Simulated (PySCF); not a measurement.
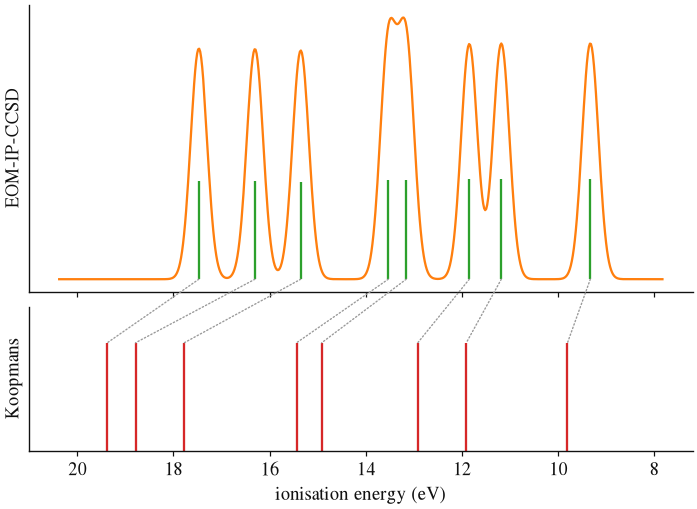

Valence photoelectron lines of C₂H₄F₂Se, SMILES FC[Se]CF: vertical EOM-IP-CCSD/aug-cc-pVDZ (frozen core, PySCF 2.14.0, at a PBE0-D3(BJ)/def2-SVP geometry (no frequency check); 8 lines, one for each of the 8 highest orbitals, so a line of a deeper orbital can be missing among them) above, Hartree-Fock orbital energies with the sign turned below, non-relativistic; dotted lines join each line to its leading orbital. Stick heights are one-hole weights (summed over degenerate lines), not cross-sections; Gaussian width 0.40 eV.

### What is the first vertical ionisation energy, and how far is Koopmans' value off?

9.33 eV from the HOMO; Koopmans gives 9.80 eV, 0.47 eV too high.

### List the lines.

```
  hole  EOM-IP-CCSD (eV)  Koopmans (eV)  one-hole weight
  HOMO              9.33           9.80             0.96
HOMO-1             11.18          11.91             0.96
HOMO-2             11.85          12.92             0.96
HOMO-3             13.16          14.92             0.95
HOMO-4             13.53          15.44             0.95
HOMO-5             15.35          17.78             0.93
HOMO-6             16.30          18.79             0.94
HOMO-7             17.47          19.38             0.94
```

Note: small basis, so the lines can lie some tenths of an eV too low; one conformer of a flexible molecule.
